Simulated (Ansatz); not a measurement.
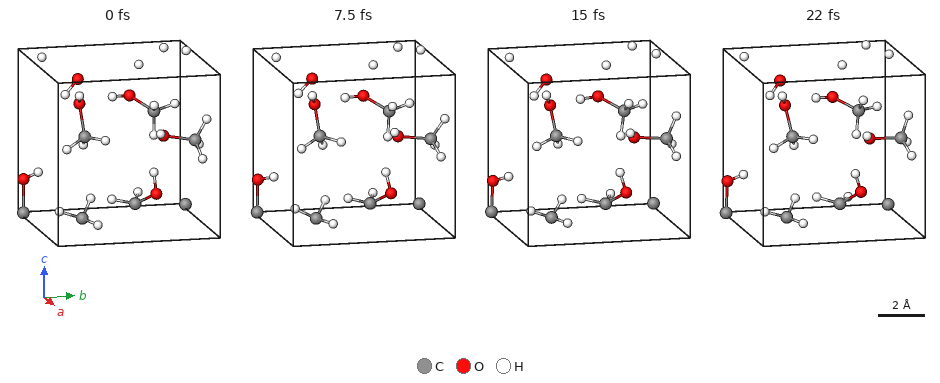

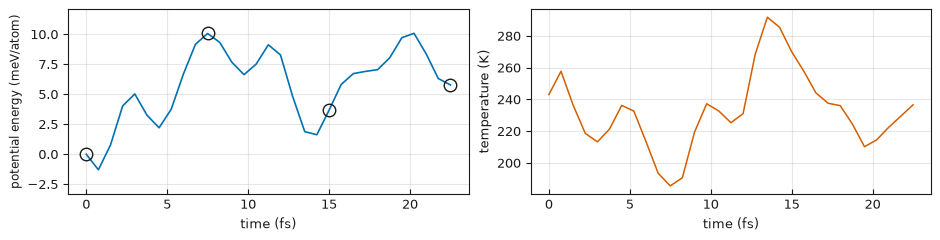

First-principles dynamics of a periodic cell with 6 CH3OH at 0.794 g/cm³, 22 fs long. It starts from the last geometry of an earlier run, with fresh velocities. Frames and the history of the run. Style: ball-and-stick. Shown: the simulation cell, slightly off an axis.

Method: Ansatz 0.2.0, DFT r2SCAN-D3(BJ), scalar-relativistic, plane waves, PAW. Settings: plane-wave cutoff 500 eV; k-point mesh 1 × 1 × 1; Fermi-Dirac smearing 0.02 eV; Langevin thermostat (NVT); set temperature 250 K; time step 0.75 fs; friction 0.02 per fs.

What happens in this trajectory?

Over the second half the temperature averages 243 K (spread ±24 K). The potential energy in the second half lies on average 6.5 meV per atom above the first frame. Root-mean-square distances from the starting positions over the second half, with the common drift of all atoms taken out: H 0.17 Å, O 0.11 Å, C 0.08 Å. The heavy atoms stay within a fraction of a molecule's size of their starting places; so short a run doesn't tell a liquid from a solid.

Limits of the set-up: the periodic images lie only 7.4 Å apart, so the values are limited by the cell's size.
